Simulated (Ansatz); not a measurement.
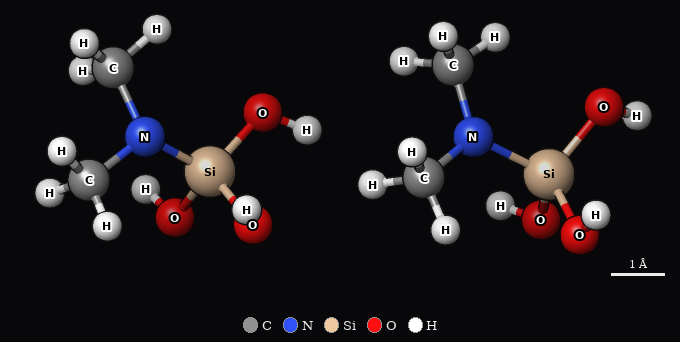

Two geometries of C₂H₉NO₃Si (coarse preliminary run), drawn at one scale. One is the start of a relaxation, the other its converged end. The picture is a ball-and-stick view, seen at a tilt.

These are results of RKS PBE-D4/def2-SVP (Ansatz 0.2.0), not measurements. Settings: force threshold 0.03 eV/Å; at most 200 steps.

Which geometry has the lower energy?

The right one is the relaxed one. The start comes from a force field. The atom that moves furthest after the best rigid fit is an O atom (0.53 Å). Largest moves by element: O 0.53 Å, H 0.45 Å, N 0.30 Å, C 0.11 Å, Si 0.06 Å. Near-neighbour distances that change, for instance: N–Si 1.631 → 1.730 Å, C–H 1.037 → 1.117 Å, C–H 1.065 → 1.118 Å, H–O 0.926 → 0.973 Å. Among the angles between lasting bonds that change: N–Si–O 106.7° → 116.5°, C–N–C 107.0° → 115.2°, O–Si–O 109.9° → 101.9°. Groups turn about O–Si by about 50°, O–Si by about 45°, O–Si by about 35°. Over 10 accepted moves (12 points after the start) the energy falls by 21.0 kcal/mol. The largest force component goes from 4.7 to 0.029 eV/Å. The line search rejected the trial steps at points 3, 8 of the run. The run took roughly 80 core-seconds on a shared host.
